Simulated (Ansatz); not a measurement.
**SiH2S2: single-point calculation**

System: SiH2S2.
Method: RKS PBE-D4/def2-TZVPP (Ansatz 0.2.0).

The geometry: a frame of the PBE0-D4/def2-SVP trajectory. Figures and captions count atoms from 1; the log counts them from 0 in places.

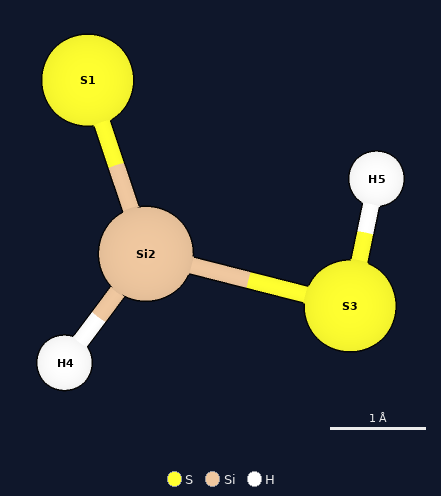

**Figure 1.** The input geometry (ball-and-stick view, seen on its broad side; atoms are numbered from 1 in the order of the input). Bond lengths as drawn: H–S 1.37 Å, H–Si 1.45 Å and S–Si 1.95 to 2.22 Å.

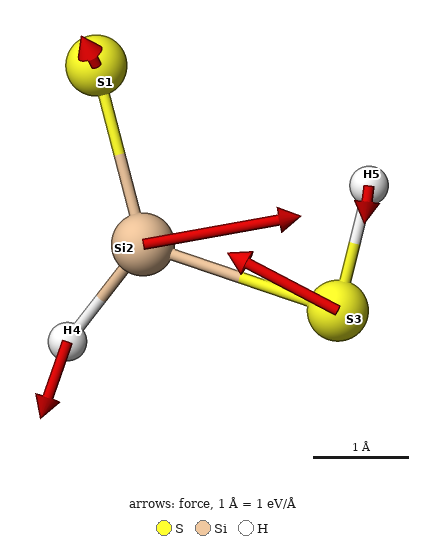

**Figure 2.** Forces on the atoms as red arrows (ball-and-stick view, seen at a tilt; atoms are numbered from 1 in the order of the input). The largest act on Si2 (1.70 eV/Å); S3 (1.33 eV/Å); H4 (0.87 eV/Å). The geometry is not a stationary point of this energy.

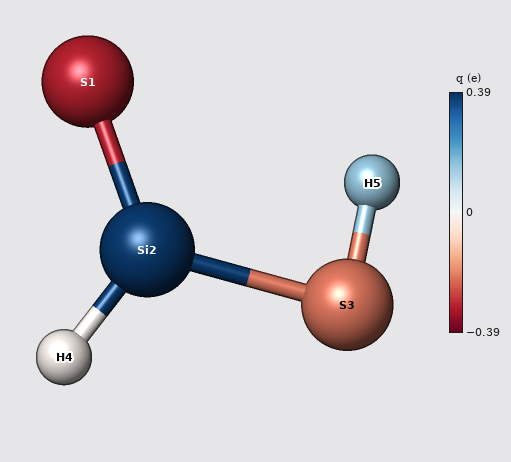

**Figure 3.** Mulliken charges, as the colour of each atom (ball-and-stick view, seen at a tilt; atoms are numbered from 1 in the order of the input). By element: S −0.30 to −0.20, Si +0.37 and H −0.02 to +0.15 e.

The input that produced these results follows, with the program's output.

## Input file
```yaml
crystal:
  periodic: [false, false, false]
  atoms:
    - {symbol: S, position_ang: [-1.876122, 0.679228, 0.806066]}
    - {symbol: Si, position_ang: [-0.574848, -0.365470, -0.195972]}
    - {symbol: S, position_ang: [1.600917, 0.069117, -0.157482]}
    - {symbol: H, position_ang: [-0.952378, -1.205938, -1.315556]}
    - {symbol: H, position_ang: [1.318894, 1.063525, 0.746708]}
basis:
  gaussian: {orbitals: def2-TZVPP}
hamiltonian: {xc: pbe, dispersion: d4}
output: {forces: true}
```

Launched with:
```bash
ansatz run in.yaml --threads 2 --pin off --events-out ev --progress --plain --max-ram 3481MiB
```

## Log
```
Functional definition: PBE
  name "PBE"
  cite "Perdew, Burke & Ernzerhof, Phys. Rev. Lett. 77, 3865 (1996) doi:10.1103/PhysRevLett.77.3865"
  parent pbe
  parameter kappa = 0.804
  parameter beta = 0.06672455060314922
  exchange = pbe_x(kappa = kappa, mu = beta*pi^2/3)
  correlation = pbe_c(beta = beta)
974 factors; their error is unknown
mean field evaluation 1: about -29567.4728 eV, gradient 2.7e1 eV
mean field evaluation 2: about -29560.6281 eV, gradient 5.3e1 eV
mean field evaluation 4: about -29569.6569 eV, gradient 3.1e0 eV
mean field evaluation 8: about -29569.6808 eV, gradient 1.4e-1 eV
mean field evaluation 16: about -29569.6591 eV, gradient 1.2e-4 eV
mean field -29569.65911716 eV, -1086.6649295209 hartree, gradient 4.4e-5 eV, S^2 0.000000; 0 other end points of the search recorded, 0 dependent functions left out
the calculation of the forces begins
reference -29569.65914975 eV, -1086.6649307183 hartree; 24, 24 occupied and 130, 130 virtual orbitals, 974 factors
Total energy: -29569.80526905 eV, -1086.6703005039 hartree
Atom 0 at    -1.876122     0.679228     0.806066 Å, force    -0.226091     0.037605     0.338632 eV/Å
Atom 1 at    -0.574848    -0.365470    -0.195972 Å, force     1.258836     1.123687     0.208625 eV/Å
Atom 2 at     1.600917     0.069117    -0.157482 Å, force    -1.309028    -0.152260     0.190225 eV/Å
Atom 3 at    -0.952378    -1.205938    -1.315556 Å, force     0.128327    -0.699851    -0.502905 eV/Å
Atom 4 at     1.318894     1.063525     0.746708 Å, force     0.147955    -0.309181    -0.234577 eV/Å
Dipole moment:     0.306653    -0.196347    -0.176565 e Å
```

## Summary

| quantity | value |
| --- | --- |
| outcome | converged |
| total energy | −29569.8053 eV |
| mean-field energy | −29569.6591 eV |
| dispersion energy | −0.1461 eV |
| SCF solution under orbital rotations | stable |
| largest force (length of the vector) | 1.700 eV/Å |
| dipole moment | 1.94 D |
| hardware | 2 threads of AMD EPYC, 180 GiB of memory available, shared host |
| wall time | 5.5 s (CPU time 7.3 s) |
| peak memory | 0.18 GiB |
